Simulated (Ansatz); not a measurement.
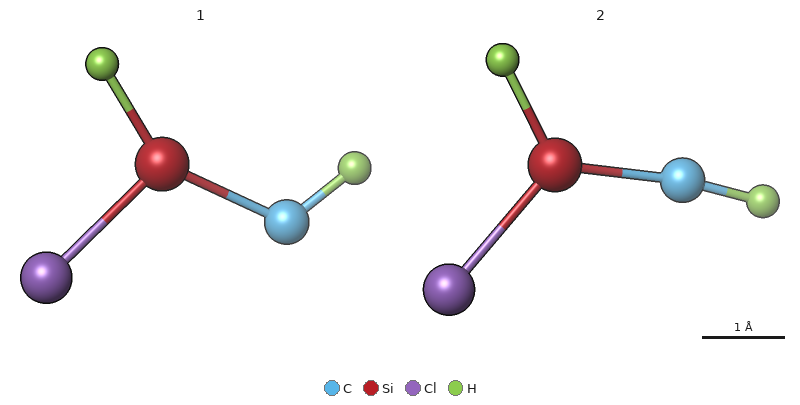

Two geometries of CH2ClSi (multiplicity 2), drawn at one scale. One is the start of a relaxation, the other its converged end. Style: ball-and-stick. Shown from a free direction.

Method: Ansatz, UKS PBE0-D4/def2-TZVP. Settings: force threshold 0.005 eV/Å; at most 200 steps.

Q: Which geometry has the lower energy?

A: Structure 2 is the relaxed one. The energy falls by 0.702 eV in 12 accepted moves (13 points after the start). The largest force component goes from 3.1 to 0.00012 eV/Å. The line search rejected the trial step at point 10 of the run. The atom that moves furthest after the best rigid fit is the C atom (0.52 Å). Largest moves by element: C 0.52 Å, H 0.42 Å, Cl 0.15 Å, Si 0.09 Å. Among the contacts that change: C–Si 1.766 → 1.658 Å, C–H 1.090 → 1.072 Å, Cl–Si 2.023 → 2.032 Å. Among the angles between lasting bonds that change: Si–C–H 118.9° → 172.5°, C–Si–H 146.6° → 124.9°, C–Si–Cl 112.7° → 124.6°. The run took 47 s on 2 threads of Arm Neoverse V1, with other jobs on the host.
